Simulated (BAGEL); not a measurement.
**A workflow on Si2H6O2 (SMILES O[SiH2][SiH2]O)**

We compute a single-point energy (HF/6-31G*), then the energy (NEVPT2(2,2)/6-31G*), then a single-point energy (CASPT2(2,2)/6-31G*) of Si2H6O2. 

Program for the calculation: BAGEL 1.2.2.

## (1) The molecule

The species is Si2H6O2 (10 atoms), meant as a singlet with charge 0. As SMILES, `O[SiH2][SiH2]O`. The Si2–Si3 distance was set to 2.711 Å, away from the relaxed value.

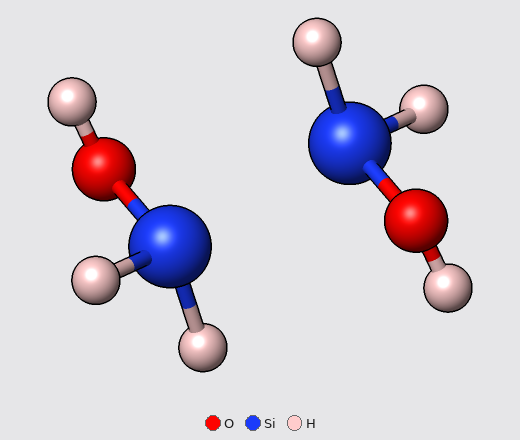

The structure, seen from a chosen angle (oxygen red, silicon blue, hydrogen pink).

## (2) The energy at HF/6-31G(d) (density fitting with svp-jkfit, spherical functions) (run 1)

File hf.json:

```json
{ "bagel" : [

{
  "title" : "molecule",
  "basis" : "6-31gs.json",
  "df_basis" : "svp-jkfit",
  "angstrom" : false,
  "geometry" : [
    { "atom" : "O", "xyz" : [ -1.85924295,  3.95258707,  2.48514292 ] },
    { "atom" : "Si", "xyz" : [  0.29050949,  1.68170318,  2.35418490 ] },
    { "atom" : "Si", "xyz" : [ -0.28081330, -1.27291952, -1.79089345 ] },
    { "atom" : "O", "xyz" : [  1.86553763, -3.54701594, -1.91788304 ] },
    { "atom" : "H", "xyz" : [ -1.84034569,  5.19564891,  1.16951559 ] },
    { "atom" : "H", "xyz" : [ -0.07496355,  0.17200098,  4.69631146 ] },
    { "atom" : "H", "xyz" : [  2.90589044,  2.74127262,  2.40445162 ] },
    { "atom" : "H", "xyz" : [ -2.89789501, -2.32814259, -1.84342783 ] },
    { "atom" : "H", "xyz" : [  0.08976199,  0.23489296, -4.13339795 ] },
    { "atom" : "H", "xyz" : [  1.84380578, -4.78875497, -0.60093291 ] }
  ]
},
{
  "title" : "hf"
},
{
  "title" : "print",
  "file" : "orbitals.molden",
  "orbitals" : true
}

]}
```

The basis set 6-31G* is read from a file made from the Basis Set Exchange's data (not shown).

The run is started by

```sh
$ BAGEL_NUM_THREADS=1 BAGEL hf.json > hf.out
```

The program printed:

```text
* using 1 threads per process

  ===============================================================
  ===============================================================

  *** Geometry ***

  { "atom" : "O", "xyz" : [     -1.859243,      3.952587,      2.485143 ] },
  { "atom" : "Si", "xyz" : [      0.290509,      1.681703,      2.354185 ] },
  { "atom" : "Si", "xyz" : [     -0.280813,     -1.272920,     -1.790893 ] },
[... 6 lines of this table left out ...]
  { "atom" : "H", "xyz" : [      1.843806,     -4.788755,     -0.600933 ] },

  Number of auxiliary basis functions:      518

  Since a DF basis is specified, we compute 2- and 3-index integrals:
    o Being stored without compression. Storage requirement is 0.024 GB

  Number of basis functions:       76
  Number of electrons      :       50

    * METHOD: MOLECULE                             0.28

  *** RHF ***

  === Nuclear Repulsion ===
   211.0331212697

      * DIIS with orbital gradients will be used.

  === RHF iteration (6-31gs.json) ===
      0       -730.78705043          0.02576133           0.08
      1       -730.96196265          0.01698968           0.08
      2       -731.08308236          0.00152127           0.08
[... 7 lines of this table left out ...]
     10       -731.08469912          0.00000001           0.08
    * SCF iteration converged.

    * Permanent dipole moment:
           (    0.000628,    -0.000661,     0.000278) a.u.

    * METHOD: HF                                   1.01

    * METHOD: PRINT                                0.01

  ===============================================================
```

Wall time 1.4 s (1 thread of Arm Neoverse V1, shared host); peak memory 0.18 GiB.

## (3) The energy at NEVPT2(2,2)/6-31G(d) (density fitting with svp-jkfit, spherical functions) (run 2)

File input.json:

```json
{ "bagel" : [

{
  "title" : "molecule",
  "basis" : "6-31gs.json",
  "df_basis" : "svp-jkfit",
  "angstrom" : false,
  "geometry" : [
    { "atom" : "O", "xyz" : [    -1.85924295,     3.95258707,     2.48514292 ] },
    { "atom" : "Si", "xyz" : [     0.29050949,     1.68170318,     2.35418490 ] },
    { "atom" : "Si", "xyz" : [    -0.28081330,    -1.27291952,    -1.79089345 ] },
    { "atom" : "O", "xyz" : [     1.86553763,    -3.54701594,    -1.91788304 ] },
    { "atom" : "H", "xyz" : [    -1.84034569,     5.19564891,     1.16951559 ] },
    { "atom" : "H", "xyz" : [    -0.07496355,     0.17200098,     4.69631146 ] },
    { "atom" : "H", "xyz" : [     2.90589044,     2.74127262,     2.40445162 ] },
    { "atom" : "H", "xyz" : [    -2.89789501,    -2.32814259,    -1.84342783 ] },
    { "atom" : "H", "xyz" : [     0.08976199,     0.23489296,    -4.13339795 ] },
    { "atom" : "H", "xyz" : [     1.84380578,    -4.78875497,    -0.60093291 ] }
  ]
},

{
  "title" : "hf"
},

{
  "title" : "nevpt2",
  "nstate" : 1,
  "nact" : 2,
  "nclosed" : 24,
  "active" : [25, 27],
  "maxiter" : 200,
  "natocc" : true,
  "ncore" : 12
},

{
  "title" : "print",
  "file" : "orbitals.molden",
  "orbitals" : true
}

]}
```

The basis set 6-31G* is read from a file made from the Basis Set Exchange's data (not shown).

The run is started by

```sh
$ BAGEL_NUM_THREADS=1 BAGEL input.json > input.out
```

The program printed:

```text
* using 1 threads per process

  ===============================================================
  ===============================================================

  *** Geometry ***

  { "atom" : "O", "xyz" : [     -1.859243,      3.952587,      2.485143 ] },
  { "atom" : "Si", "xyz" : [      0.290509,      1.681703,      2.354185 ] },
  { "atom" : "Si", "xyz" : [     -0.280813,     -1.272920,     -1.790893 ] },
[... 6 lines of this table left out ...]
  { "atom" : "H", "xyz" : [      1.843806,     -4.788755,     -0.600933 ] },

[... 23 lines left out ...]
    * SCF iteration converged.
[... 1 line left out ...]
    * Permanent dipole moment:
[... 28 lines left out ...]
    * Second-order optimization converged. *
[... 9 lines left out ...]
     * ci vector, state   0, <S^2> = 0.0000
       2.     0.9901975611
       .2    -0.1396738703

  === DF-NEVPT2 calculation ===

    * 3-index integral transformation done
    * assembly done

      NEVPT2 correlation energy:   -0.4970862963      0.13

          (+0)     -0.4480940386
          (+0)'    -0.0088737918
          (+1)     -0.0135029631
          (+1)'    -0.0000000000
          (+2)     -0.0003793076
          (-1)     -0.0216735103
          (-1)'     0.0000000000
          (-2)     -0.0045626848

      NEVPT2 total energy:       -731.5968817403

    * METHOD: NEVPT2                               3.21

    * METHOD: PRINT                                0.01

  ===============================================================
```

Run time: 4.8 s. Hardware: 1 thread of Arm Neoverse V1, shared host; peak memory 0.18 GiB.

## (4) The energy at CASPT2(2,2)/6-31G(d) (density fitting with svp-jkfit, spherical functions) (run 3)

File input.json:

```json
{ "bagel" : [

{
  "title" : "molecule",
  "basis" : "6-31gs.json",
  "df_basis" : "svp-jkfit",
  "angstrom" : false,
  "geometry" : [
    { "atom" : "O", "xyz" : [ -1.85924295,  3.95258707,  2.48514292 ] },
    { "atom" : "Si", "xyz" : [  0.29050949,  1.68170318,  2.35418490 ] },
    { "atom" : "Si", "xyz" : [ -0.28081330, -1.27291952, -1.79089345 ] },
    { "atom" : "O", "xyz" : [  1.86553763, -3.54701594, -1.91788304 ] },
    { "atom" : "H", "xyz" : [ -1.84034569,  5.19564891,  1.16951559 ] },
    { "atom" : "H", "xyz" : [ -0.07496355,  0.17200098,  4.69631146 ] },
    { "atom" : "H", "xyz" : [  2.90589044,  2.74127262,  2.40445162 ] },
    { "atom" : "H", "xyz" : [ -2.89789501, -2.32814259, -1.84342783 ] },
    { "atom" : "H", "xyz" : [  0.08976199,  0.23489296, -4.13339795 ] },
    { "atom" : "H", "xyz" : [  1.84380578, -4.78875497, -0.60093291 ] }
  ]
},
{ "title" : "hf" },
{ "title" : "casscf", "nstate" : 1, "nact" : 2, "nclosed" : 24, "active" : [25, 27], "maxiter" : 200, "natocc" : true },
{ "title" : "print", "file" : "orbitals.molden", "orbitals" : true },
{ "title" : "smith", "method" : "caspt2", "ms" : true, "xms" : true, "sssr" : true, "shift" : 0.2, "shift_imag" : true, "ncore" : 12 }

]}
```

The basis set 6-31G* is read from a file made from the Basis Set Exchange's data (not shown).

The run is started by

```sh
$ BAGEL_NUM_THREADS=1 BAGEL input.json > input.out
```

The program printed:

```text
* using 1 threads per process

  ===============================================================
  ===============================================================

  *** Geometry ***

  { "atom" : "O", "xyz" : [     -1.859243,      3.952587,      2.485143 ] },
  { "atom" : "Si", "xyz" : [      0.290509,      1.681703,      2.354185 ] },
  { "atom" : "Si", "xyz" : [     -0.280813,     -1.272920,     -1.790893 ] },
[... 6 lines of this table left out ...]
  { "atom" : "H", "xyz" : [      1.843806,     -4.788755,     -0.600933 ] },

[... 25 lines left out ...]
    * Permanent dipole moment:
[... 37 lines left out ...]
     * ci vector, state   0, <S^2> = 0.0000
[... 21 lines left out ...]
       #      aibj      arbs      arbi      airj      risj      airs      arst      rist         Etot      error   time
[... 9 lines left out ...]
      ------------------------------------------------------------------------------------------------------------------

    * CASPT2 energy : state  0     -731.6012115805
        w/o shift correction       -731.5988191180
        reference weight              0.8624233201

    * METHOD: SMITH                                0.60

  ===============================================================
```

Run time: 5.1 s. Hardware: 1 thread of Arm Neoverse V1, shared host; peak memory 0.18 GiB.

## (5) Results

| quantity | value |
| --- | --- |
| run 1, HF/6-31G*: total energy | -731.08470 Eh |
| run 1, HF/6-31G*: dipole moment | 0.00 D |
| run 1, HF/6-31G*: HOMO energy | -9.53 eV |
| run 1, HF/6-31G*: LUMO energy | 2.59 eV |
| run 1, HF/6-31G*: HOMO–LUMO gap | 12.12 eV |
| run 2, NEVPT2(2,2)/6-31G*: total energy | -731.59688 Eh |
| run 3, CASPT2(2,2)/6-31G*: total energy | -731.60121 Eh |
